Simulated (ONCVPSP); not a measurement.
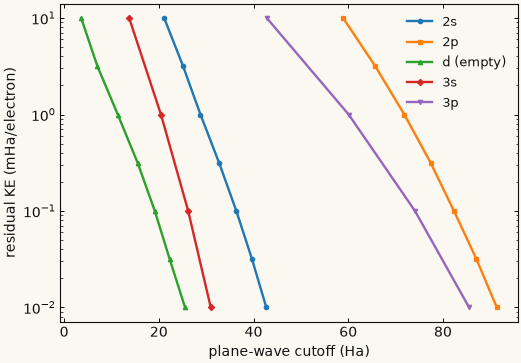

Residual kinetic energy of the pseudo-waves (the first of each channel, and further valence shells) beyond the plane-wave cutoff, as the generator prints it.

```json
{
 "Element": "Al (Z = 13)",
 "Generator": "ONCVPSP 4.0.1",
 "Type": "optimised norm-conserving Vanderbilt (ONCV)",
 "Functional": "PBEsol",
 "Relativity": "scalar-relativistic",
 "Frozen core": "[He]",
 "Valence charge": "11",
 "Reference configuration": "2s2 2p6 3s2 3p0.5 (charge +0.5)",
 "Partial waves": "2s+3s: rc 1.30 bohr, ncon 4, nbas 8, qcut 10.9 1/bohr, 2 projectors; 2p+3p: rc 1.15 bohr, ncon 4, nbas 7, qcut 14.7 1/bohr, 2 projectors; d scattering state at 0.03 Ha: rc 1.30 bohr, ncon 3, nbas 7, qcut 7.4 1/bohr, 3 projectors, debl 1 Ha",
 "Local potential": "polynomial inside 0.75 bohr (lpopt 5, dvloc0 3 Ha)",
 "Core correction": "Teter function, fcfact 5.5, rcfact 1.5"
}
```

Question: Which wave is the hardest at 1 mHa per electron, and which settings govern it?

Answer: 2p, with rc = 1.15 bohr and qcut = 14.7 1/bohr. The optimisation minimises, but can't always remove, the kinetic energy above qcut²/2 = 108.0 Ha, and a larger rc would as a rule soften the wave at some cost in transferability.

Question: Which cutoffs does the potential need for its occupied states?

Answer: 72 Ha for 1 mHa and 82 Ha for 0.1 mHa per electron. The first is set by 2p.

Question: Read the cutoffs for an error of 1 mHa per electron.

Answer: 2p: 72 Ha; 3p: 60 Ha; 2s: 29 Ha; 3s: 20 Ha; d (empty): 11 Ha.

The potential isn't sound: its ghost test gives GHOST(-) flagged for d at -2666.7 eV; no localised positive-energy state flagged.
